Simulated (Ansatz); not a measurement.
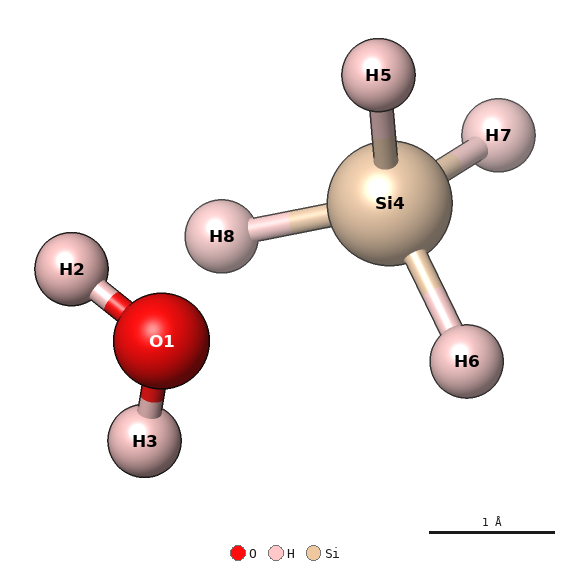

Orthographic view. Distant atoms are faded towards the background colour. The computed structure is the end point of a PBE-D4/def2-SVP optimisation. No frequency run is at hand to confirm it as a minimum.

List all interatomic distances (Å) as a matrix.

```tsv
atom	O1	H2	H3	Si4	H5	H6	H7	H8
O1	0.00							
H2	0.98	0.00						
H3	0.98	1.52	0.00					
Si4	3.00	3.17	3.16	0.00				
H5	2.94	3.01	3.53	1.50	0.00			
H6	2.94	3.52	2.88	1.50	2.48	0.00		
H7	4.50	4.62	4.61	1.51	2.44	2.43	0.00	
H8	2.86	2.69	2.79	1.51	2.48	2.47	2.42	0.00
```
